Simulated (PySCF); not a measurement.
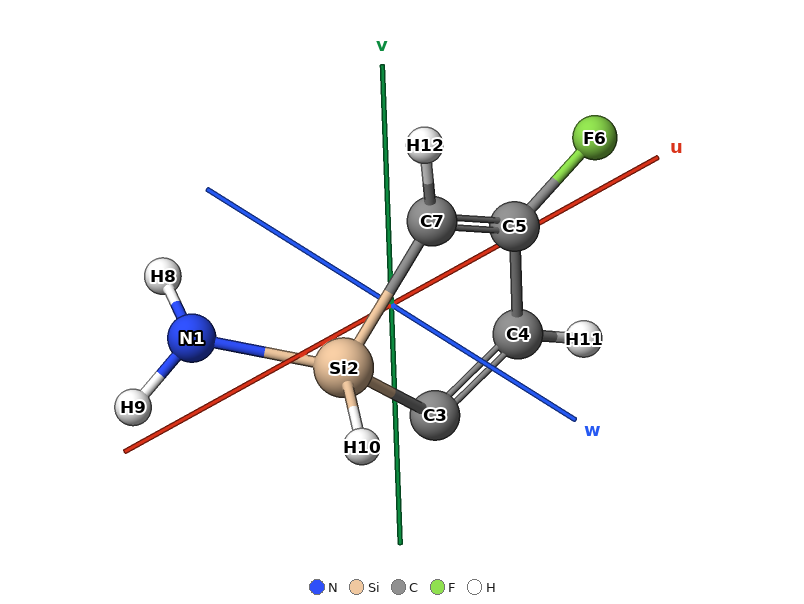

The lines u, v and w are the principal axes of the g tensor. The species is neutral and a spin doublet. The computed structure is the end point of a GFN2-xTB optimisation. No frequency run is at hand to confirm it as a minimum. Properties computed with UKS B3LYP, pcH-1 on C F H N Si, non-relativistic, mean-field spin-orbit, GIAO (PySCF 2.14.0).

Along which axis does g lie farthest from the free-electron value?

Answer. Along w: the shift is 969 ppm.

Give the principal values and shifts.

```
axis        g  shift (ppm)
   u  2.00165         −665
   v  2.00213         −193
   w  2.00329          969
```

The geometry is semi-empirical. Around Si such bond lengths and angles can be off by a tenth of an ångström or more and by several degrees, and values that hang on the shape move with them.
